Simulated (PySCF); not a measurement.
**Two runs on C5H9N3Si**

System: C5H9N3Si, SMILES C=CCn1ncc([SiH3])n1.
Method of the first run: GIAO PBE0/pcSseg-1 NMR shielding, non-relativistic, IEF-PCM methanol (PySCF 2.14.0).

The geometry comes from this level: PBE0-D3(BJ)/def2-SVP. Text and figures count atoms from 1; the logs count them from 0 in places.

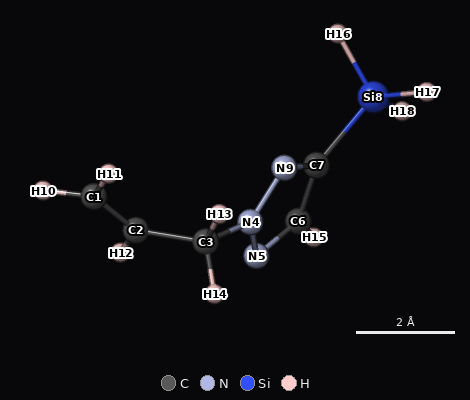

Figure 1. The input geometry (ball-and-stick view, seen at a tilt; atoms are numbered from 1 in the order of the input).

### The input, the first run
```
{"job": {"kind": "nmr", "xc": "PBE0", "basis": "pcSseg-1", "solvent": "methanol", "pop": true}, "charge": 0, "multiplicity": 1}
C     -3.009637    -0.132057    -0.367184
C     -2.190888    -0.223047     0.679060
C     -1.269811     0.872887     1.120649
N      0.103809     0.420420     1.236459
N      0.487747    -0.366816     2.217276
C      1.765182    -0.609773     1.946882
C      2.115783     0.068525     0.758947
Si     3.737555     0.155623    -0.169125
N      1.015479     0.709498     0.339052
H     -3.681012    -0.951348    -0.636458
H     -3.041417     0.764325    -0.994263
H     -2.165030    -1.131925     1.290958
H     -1.264051     1.706931     0.407973
H     -1.567404     1.251550     2.111324
H      2.371415    -1.237205     2.597446
H      3.602030    -0.430371    -1.535388
H      4.203831     1.568049    -0.292591
H      4.746893    -0.630332     0.602501
```

The first line tells a small driver script what to run in PySCF; the rest is the geometry in Å.

Command:
```bash
OMP_NUM_THREADS=1 python <driver script> task.json out
```

Hardware: 1 CPU thread, shared host.

### Output (the first run)
```
coarse grid: 15824 points
cycle   1  E = -648.9373373186  dE =  1.379e+00  |g| = 5.231e-01  |ddm| = 3.963e+00
cycle   2  E = -648.8504306466  dE =  8.691e-02  |g| = 8.572e-01  |ddm| = 9.718e-01
cycle   3  E = -648.9970327516  dE = -1.466e-01  |g| = 9.141e-02  |ddm| = 5.955e-01
cycle   4  E = -648.9985524331  dE = -1.520e-03  |g| = 4.533e-02  |ddm| = 1.068e-01
cycle   5  E = -648.9990395687  dE = -4.871e-04  |g| = 1.198e-02  |ddm| = 4.009e-02
cycle   6  E = -648.9990658947  dE = -2.633e-05  |g| = 3.518e-03  |ddm| = 9.642e-03
cycle   7  E = -648.9990687218  dE = -2.827e-06  |g| = 6.726e-04  |ddm| = 3.024e-03
final grid: 149296 points
cycle   8  E = -649.0488213703  dE = -3.272e-05  |g| = 6.699e-03  |ddm| = 3.014e-02
cycle   9  E = -649.0488213336  dE =  3.676e-08  |g| = 6.816e-03  |ddm| = 1.236e-02
cycle  10  E = -649.0488326858  dE = -1.135e-05  |g| = 1.379e-03  |ddm| = 6.227e-03
cycle  11  E = -649.0488331166  dE = -4.309e-07  |g| = 2.534e-04  |ddm| = 1.178e-03
cycle  12  E = -649.0488331287  dE = -1.202e-08  |g| = 8.240e-05  |ddm| = 1.924e-04
cycle  13  E = -649.0488331298  dE = -1.185e-09  |g| = 2.960e-05  |ddm| = 6.554e-05
cycle  14  E = -649.0488331300  dE = -1.646e-10  |g| = 4.836e-06  |ddm| = 2.287e-05
converged SCF energy = -649.0488331300

GIAO shielding tensors (ppm)
atom      isotropic    diamagn.    paramagn.     s11        s22        s33       span
  0 C       56.247     254.636    -198.388    -57.386     67.783    158.345    215.732
  1 C       41.225     257.442    -216.217    -80.092     53.351    150.417    230.509
  2 C      124.532     245.967    -121.435    103.614    117.258    152.723     49.109
  3 N      -30.657     335.682    -366.339   -151.339     -9.822     69.189    220.529
  4 N      -86.517     327.984    -414.501   -300.265   -139.781    180.496    480.761
  5 C       35.232     255.055    -219.823    -51.934     37.103    120.526    172.460
  6 C       45.538     256.849    -211.311    -26.210     25.135    137.690    163.900
  7 Si     432.167     879.897    -447.730    414.541    421.442    460.518     45.976
  8 N     -107.227     326.283    -433.510   -329.845   -152.577    160.741    490.586
  9 H       25.568      28.350      -2.783     22.711     24.711     29.282      6.571
 10 H       25.367      30.734      -5.367     21.827     24.982     29.293      7.465
 11 H       24.836      31.430      -6.593     21.777     24.097     28.636      6.859
 12 H       26.333      31.707      -5.375     22.434     27.143     29.420      6.986
 13 H       26.115      28.542      -2.427     22.764     25.551     30.029      7.265
 14 H       23.162      30.665      -7.503     20.546     23.268     25.672      5.125
 15 H       26.769      28.520      -1.751     23.381     25.248     31.680      8.299
 16 H       26.758      27.422      -0.664     23.306     25.218     31.751      8.445
 17 H       26.806      27.182      -0.376     23.185     25.739     31.492      8.307
```

For the second run the input was changed thus:
```diff
-"solvent": "methanol"
-"pop": true
+"solvent": "tetrahydrofuran"
+"pop": false
```

Predict how the results change.

The total energy of the second run is 0.9 kcal/mol higher: the change of the electrostatic solvation energy at this fixed geometry, without cavity or dispersion terms. Of all shieldings, the largest change is that of N9, by −1.4 ppm. The number of SCF iterations is the same.

### Output (the second run)
```
coarse grid: 15824 points
cycle   1  E = -648.9356958004  dE =  1.381e+00  |g| = 5.247e-01  |ddm| = 3.963e+00
cycle   2  E = -648.8462384912  dE =  8.946e-02  |g| = 8.649e-01  |ddm| = 9.776e-01
cycle   3  E = -648.9954793927  dE = -1.492e-01  |g| = 9.492e-02  |ddm| = 6.076e-01
cycle   4  E = -648.9971211416  dE = -1.642e-03  |g| = 4.746e-02  |ddm| = 1.122e-01
cycle   5  E = -648.9976529682  dE = -5.318e-04  |g| = 1.263e-02  |ddm| = 4.169e-02
cycle   6  E = -648.9976824260  dE = -2.946e-05  |g| = 3.533e-03  |ddm| = 1.002e-02
cycle   7  E = -648.9976852826  dE = -2.857e-06  |g| = 7.495e-04  |ddm| = 3.093e-03
final grid: 149296 points
cycle   8  E = -649.0474455102  dE = -3.251e-05  |g| = 6.761e-03  |ddm| = 3.018e-02
cycle   9  E = -649.0474448752  dE =  6.350e-07  |g| = 7.058e-03  |ddm| = 1.259e-02
cycle  10  E = -649.0474569189  dE = -1.204e-05  |g| = 1.540e-03  |ddm| = 6.517e-03
cycle  11  E = -649.0474574563  dE = -5.373e-07  |g| = 2.478e-04  |ddm| = 1.296e-03
cycle  12  E = -649.0474574674  dE = -1.119e-08  |g| = 8.577e-05  |ddm| = 1.916e-04
cycle  13  E = -649.0474574688  dE = -1.310e-09  |g| = 2.948e-05  |ddm| = 6.763e-05
cycle  14  E = -649.0474574689  dE = -1.637e-10  |g| = 4.717e-06  |ddm| = 2.315e-05
converged SCF energy = -649.0474574689

GIAO shielding tensors (ppm)
atom      isotropic    diamagn.    paramagn.     s11        s22        s33       span
  0 C       56.488     254.614    -198.125    -57.101     68.514    158.052    215.153
  1 C       41.231     257.302    -216.071    -80.123     53.355    150.462    230.585
  2 C      124.511     245.932    -121.420    103.677    117.272    152.585     48.909
  3 N      -30.217     335.677    -365.894   -151.683     -8.167     69.199    220.882
  4 N      -87.553     327.760    -415.313   -303.147   -139.809    180.298    483.445
  5 C       35.509     255.150    -219.641    -51.929     38.130    120.325    172.254
  6 C       45.704     256.814    -211.110    -26.173     25.588    137.697    163.870
  7 Si     432.148     879.923    -447.775    414.574    421.292    460.578     46.004
  8 N     -108.614     326.132    -434.746   -333.603   -152.798    160.560    494.162
  9 H       25.602      28.376      -2.774     22.746     24.738     29.322      6.576
 10 H       25.411      30.790      -5.380     21.859     25.035     29.337      7.477
 11 H       24.841      31.409      -6.569     21.785     24.091     28.646      6.860
 12 H       26.370      31.753      -5.383     22.486     27.194     29.429      6.943
 13 H       26.148      28.587      -2.438     22.804     25.598     30.043      7.240
 14 H       23.221      30.744      -7.522     20.644     23.285     25.736      5.092
 15 H       26.760      28.523      -1.763     23.371     25.238     31.672      8.301
 16 H       26.752      27.432      -0.680     23.300     25.212     31.745      8.446
 17 H       26.830      27.225      -0.395     23.218     25.768     31.503      8.285
```

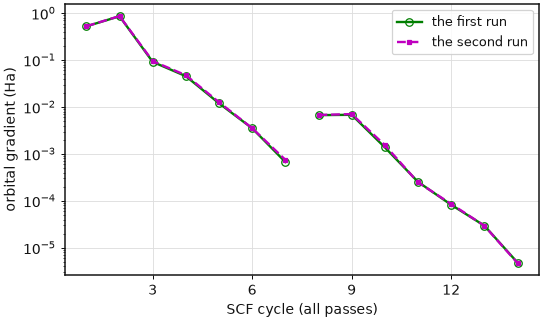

Figure 2. Convergence of the two runs: orbital gradient against the SCF cycle. A break in a curve parts two SCF passes (coarse and final grid). The first run takes 14 cycles in all, and the second run takes 14.

### The two runs side by side

| quantity | the first run | the second run |
| --- | --- | --- |
| outcome | converged | converged |
| total energy (hartree) | −649.048833 | −649.047457 |
| HOMO (eV) | −7.70 | −7.69 |
| LUMO (eV) | −0.57 | −0.55 |
| dipole moment (D) | 1.12 | 1.13 |
| shielding of C1 (ppm) | 56.2 | 56.5 |
| shielding of N4 (ppm) | −30.7 | −30.2 |
| shielding of N5 (ppm) | −86.5 | −87.6 |
| shielding of C6 (ppm) | 35.2 | 35.5 |
| shielding of C7 (ppm) | 45.5 | 45.7 |
| shielding of N9 (ppm) | −107.2 | −108.6 |
| shielding of H15 (ppm) | 23.2 | 23.2 |
| SCF iterations | 14 | 14 |
| basis functions | 205 | 205 |
| wall time (shared host) | 41 s | 39 s |
